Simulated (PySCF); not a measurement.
**C3HClF2O, SMILES `O=C=C(Cl)C(F)F`: what the electrons do**

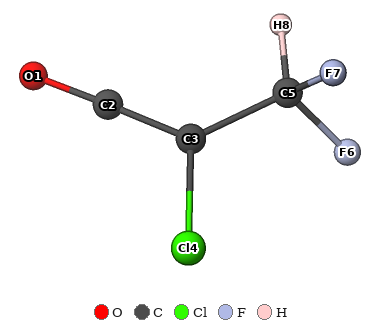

The molecule, with its atoms numbered as below. No frequency check shows the geometry to be a minimum.

Geometry (Å), atoms numbered from 1:

```
O1      -2.5684    1.1440    0.0014
C2      -1.5193    0.6602    0.0002
C3      -0.3513    0.0821   -0.0020
Cl4     -0.3324   -1.6742   -0.0009
C5       0.9683    0.7914   -0.0006
F6       1.7098    0.4592   -1.0788
F7       1.7092    0.4542    1.0807
H8       0.8404    1.8861    0.0017
```

Part 1: Bonding charge

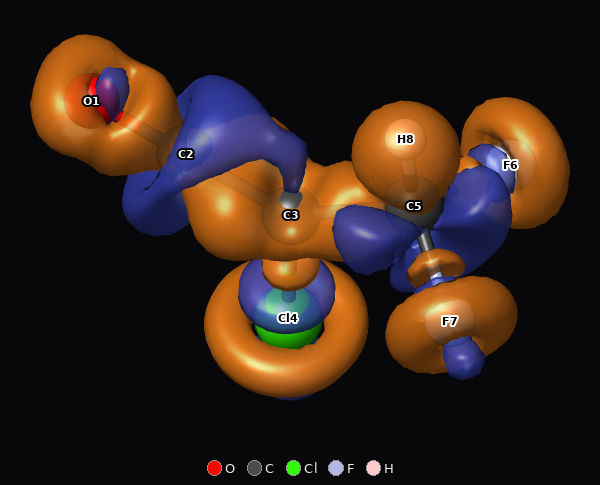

Deformation density (molecule less spherical, spin-averaged free atoms at the same positions), surfaces at ±0.09 e/Å³; orange: gain, blue: loss.

PySCF calculation, B3LYP/aug-cc-pVDZ, gas phase; geometry: GFN2-xTB.

> How much density has each bond gained at its critical point, relative to the free atoms?

C5–H8: +0.83 e/Å³ at the bond critical point (bond length 1.10 Å). O1–C2: +0.72 e/Å³ at the bond critical point (bond length 1.16 Å). C3–C5: +0.54 e/Å³ at the bond critical point (bond length 1.50 Å). C2–C3: +0.53 e/Å³ at the bond critical point (bond length 1.30 Å). C3–Cl4: +0.18 e/Å³ at the bond critical point (bond length 1.76 Å). C5–F6 and C5–F7: 0.00 e/Å³ at the bond critical point (bond length 1.35 Å); up to 0.6 Å beside the axis the gain reaches +0.24 e/Å³. In all, 2.0 electrons gather in the regions of gain relative to the promolecule. A small or negative value marks a very polar bond, one between electron-rich atoms, whose free-atom densities already overlap strongly, a long bond to a heavier atom, or a closed-shell contact such as a hydrogen bond.

> Where do the Hirshfeld charges lie?

The highest Hirshfeld charge is on C2 (+0.20 e), the lowest on O1 (−0.12 e).

Part 2: Local ionisation energy

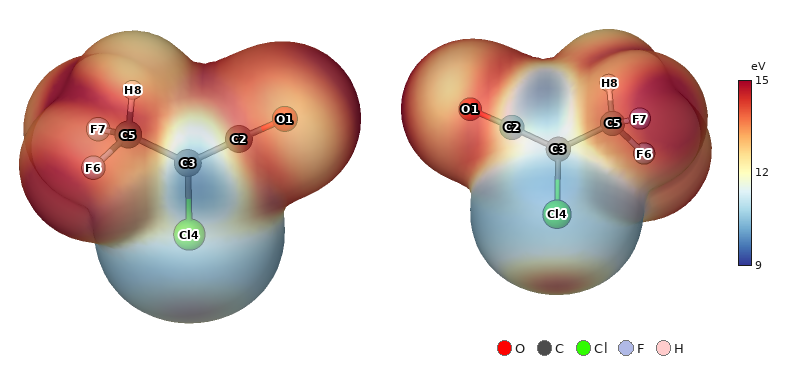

Average local ionisation energy on the surface of electron density 0.001 a.u. (back view left, front view right).

> Locate the minima of the map.

The lowest value is 10.0 eV, over C3, off the plane of its three bonds (2.1 Å), and at like points elsewhere. Further minima include 10.0 eV, 2.1 Å from Cl4, and at like points elsewhere; 12.5 eV, 1.3 Å from H8; 12.7 eV, 1.8 Å from O1. For comparison, the highest occupied orbital lies at −7.4 eV.

> What volume does the surface enclose, and what is the dipole moment?

About 115 Å³; the dipole moment is 1.6 D.

Part 3: Removing or adding an electron

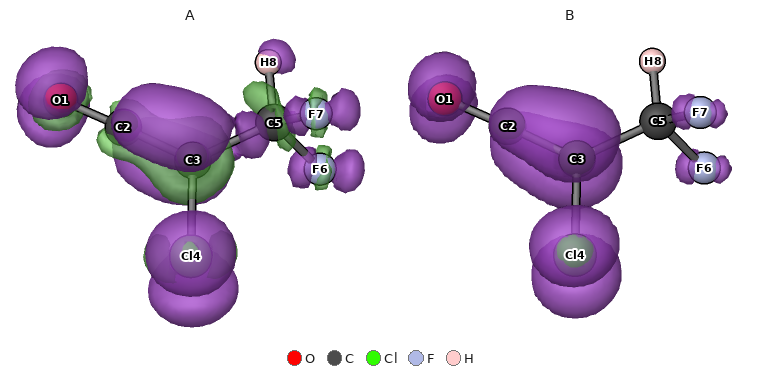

The Fukui function f⁻ from two separate SCF calculations and the density of the HOMO, at ±0.03 e/Å³ (purple positive, green negative).

Computed with PySCF, TPSS/def2-SVPD, geometry: GFN2-xTB.

> Which panel is which, and how good is the frozen-orbital picture?

A is f⁻ (it has negative regions), B the HOMO density. The HOMO lies on C3 (30 %), Cl4 (29 %) and O1 (18 %); f⁻ (Hirshfeld-condensed) is largest on Cl4 (0.32) and O1 (0.20); the vertical ionisation energy is 9.65 eV (the stability of the cation's solution wasn't checked). Relaxation shifts 16 % of the electron between atoms. The orbital energy is −6.48 eV.

Part 4: Localised orbitals

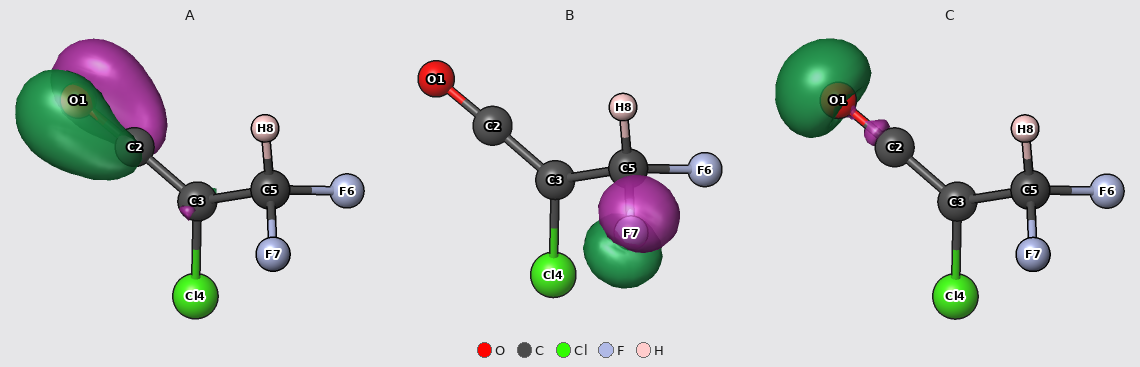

Intrinsic bond orbitals (IBO), occupied; each surface holds about 80 % of the orbital's density. Energies are diagonal elements of the Fock matrix.

Level of theory: PBE/6-311+G** (PySCF), at a geometry from GFN2-xTB.

> Name the orbitals, with their atomic make-up and energies.

By panel:
- A: lone pair on O1, partly donated to C2 (O1 82 %, C2 14 %, C3 4 %; −10.8 eV)
- B: lone pair on F7 (p-type) (F7 98 %; −10.5 eV)
- C: lone pair on O1 (sp0.9-type) (O1 99 %; −15.6 eV)

> Which has the smallest and which the largest spatial spread?

Smallest: C (0.68 Å); largest: A (0.97 Å).

> How do all the valence pairs divide up?

20 pairs: 10 lone pairs, 7 σ bonds, 2 two-centre π bonds and 1 strongly polarised pair.
